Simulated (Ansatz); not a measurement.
Breaking the C2–H3 bond in CH6BeGe (SMILES [CH3][Be][GeH3]) (multiplicity 1 held, fragments rigid). Energies count from the point at 1.095 Å.
Geometry at that point (charge 0, multiplicity 1):
```tsv
atom	x (Å)	y (Å)	z (Å)
Be	-0.1838	1.0492	-0.7546
C	-0.4193	2.3926	-1.7208
H	-1.2268	3.0309	-1.3459
H	-0.6826	2.1178	-2.7481
H	0.4784	3.0178	-1.7796
Ge	0.1264	-0.7213	0.5188
H	0.9812	-1.8178	-0.1578
H	0.8479	-0.3987	1.8478
H	-1.1919	-1.4196	0.9253
```

Restricted levels (R-, RO-) in cc, def2 and unpolarised 6-31G sets keep to the state of the molecule at rest. U- levels take the lowest unrestricted solution at each point, which mixes spins at long bonds. Active spaces are followed from a long bond inwards. Curves can end on different states.

Frozen-core correlation. Filled d and f shells under p-block atoms count as core.

Codes used: Ansatz (a program for electronic structure). Each number belongs to the level named beside it.

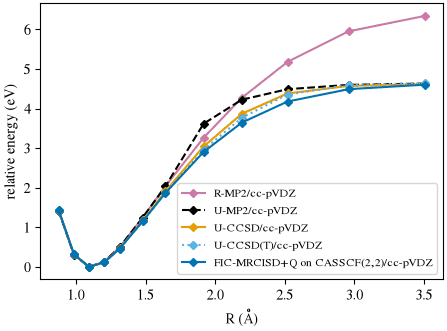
Figure. Relative energy along the coordinate

Doubts at one or more of the structures used: a restricted determinant that unrestricted orbitals would lower (R-MP2/cc-pVDZ); a spin-contaminated determinant (U-MP2/cc-pVDZ, U-CCSD/cc-pVDZ, U-CCSD(T)/cc-pVDZ); T1 above 0.05 (U-CCSD/cc-pVDZ, U-CCSD(T)/cc-pVDZ).
